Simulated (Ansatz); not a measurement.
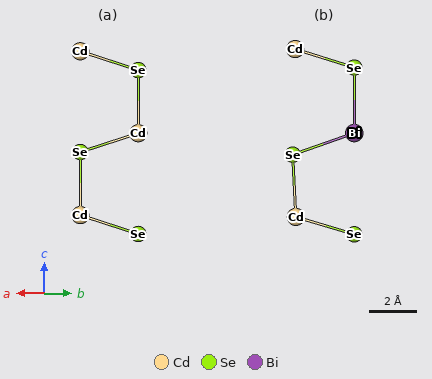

Left: perfect CdSe. Right: the same region with one point defect, after relaxing the atoms in a supercell of 32 sites. Style: ball-and-stick. Shown: the atoms within 4.6 Å of one point, in a slice 3.4 Å thick across the line of sight, along [110].

Computed with Ansatz, DFT, PBE, plane-wave PAW, default files, scalar-relativistic. Settings: plane-wave cutoff 420 eV; k-point mesh 3 × 3 × 2; occupations fermi dirac; smearing width 0.01 eV; no spin polarisation. A uniform background neutralises the charged cell. The axes drawn are those of the host's conventional cell.

What kind of defect was made?

A cadmium atom is replaced by bismuth.

The charge state of the cell is +1.

What does the relaxation do around it?

In the host the Cd atom has 4 Se at 2.61 to 2.70 Å; the Bi atom ends with 4 Se at 2.80 to 2.81 Å. Of the host's atoms, a selenium atom moves furthest from its site, by 0.19 Å. Relaxing the atoms from the host's sites lowers the energy by 0.78 eV.

Limits of the set-up: the cell is charged, on a uniform background, and energies carry no finite-size correction.
